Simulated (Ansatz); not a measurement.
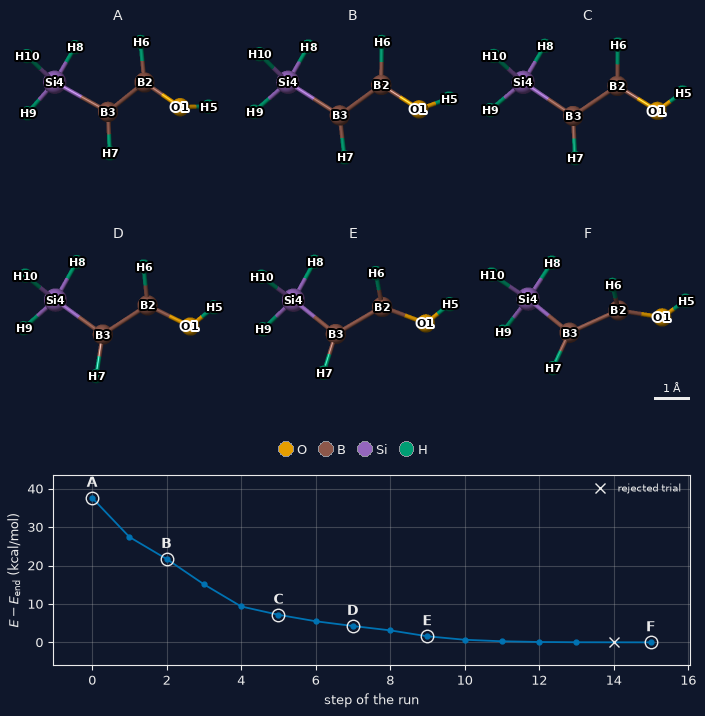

Frames of a relaxation of B2SiH6O (coarse preliminary run), marked on the history of the run. The picture is a ball-and-stick view, seen at a tilt.

The start comes from a force field.

These are results of Ansatz, RKS PBE-D4/def2-SVP, not measurements.

Input file:
```yaml
crystal:
  periodic: [false, false, false]
  atoms:
    - {symbol: O, position_ang: [-1.034000, 2.088700, -1.250100]}
    - {symbol: B, position_ang: [-0.811900, 1.114000, -0.251300]}
    - {symbol: B, position_ang: [0.400900, 0.042700, -0.483300]}
    - {symbol: Si, position_ang: [0.877800, -1.292600, 0.875000]}
    - {symbol: H, position_ang: [-1.738700, 1.704600, -1.888000]}
    - {symbol: H, position_ang: [-1.464100, 1.086600, 0.730000]}
    - {symbol: H, position_ang: [1.120100, 0.093300, -1.443900]}
    - {symbol: H, position_ang: [-0.342900, -2.138300, 1.048900]}
    - {symbol: H, position_ang: [1.947100, -2.110100, 0.490600]}
    - {symbol: H, position_ang: [1.128800, -0.640300, 2.174900]}
basis:
  gaussian: {orbitals: def2-SVP}
hamiltonian: {xc: pbe, dispersion: d4}
relax: {f_tol: 0.03, max_steps: 200}
```

Run as
```bash
ansatz run in.yaml --threads 2 --pin off --events-out ev --progress --plain --max-ram 4352MiB
```

> Describe the path.

After 14 accepted moves (15 points after the start) the energy has fallen by 37.6 kcal/mol. The largest force component goes from 1.8 to 0.011 eV/Å. The line search rejected the trial step at point 14 of the run. O1 moves most after the best rigid fit: 1.21 Å. Largest moves by element: O 1.21 Å, H 1.15 Å, B 0.39 Å, Si 0.18 Å. Some distances before and after: Si4–H9 1.400 → 1.508 Å, B2–H6 1.179 → 1.238 Å, B3–Si4 1.964 → 2.022 Å, O1–H5 1.025 → 0.974 Å. Among the angles between lasting bonds that change: B3–Si4–H8 105.5° → 115.5°, O1–B2–B3 117.9° → 126.4°, B3–B2–H6 120.9° → 114.2°. Groups turn about B2–B3 by about 90°, O1–B2 by about 90°, B3–Si4 by about 40°. Cost: 25 s on 2 threads of Arm Neoverse V1 (shared host). From step 0 to 2: H5 moves most (0.33 Å), energy −15.9 kcal/mol. From step 2 to 5: O1 moves most (0.43 Å), energy −14.5 kcal/mol. From step 5 to 7: H7 moves most (0.39 Å), energy −2.92 kcal/mol. From step 7 to 9: H6 moves most (0.34 Å), energy −2.68 kcal/mol. From step 9 to 15: H6 moves most (0.42 Å), energy −1.58 kcal/mol.

| step | E − E(0), kcal/mol | largest force component, eV/Å | note |
| --- | --- | --- | --- |
| 0 | 0.00 | 1.7591 |  |
| 1 | -10.18 | 1.3949 |  |
| 2 | -15.92 | 1.4875 |  |
| 3 | -22.50 | 1.4324 |  |
| 4 | -28.26 | 1.4949 |  |
| 5 | -30.43 | 0.6049 |  |
| 6 | -32.11 | 0.2681 |  |
| 7 | -33.35 | 0.4629 |  |
| 8 | -34.48 | 0.8131 |  |
| 9 | -36.02 | 0.3984 |  |
| 10 | -36.93 | 0.4101 |  |
| 11 | -37.32 | 0.1412 |  |
| 12 | -37.51 | 0.0791 |  |
| 13 | -37.57 | 0.0654 |  |
| 14 | -37.55 | 0.1535 | rejected |
| 15 | -37.60 | 0.0113 |  |
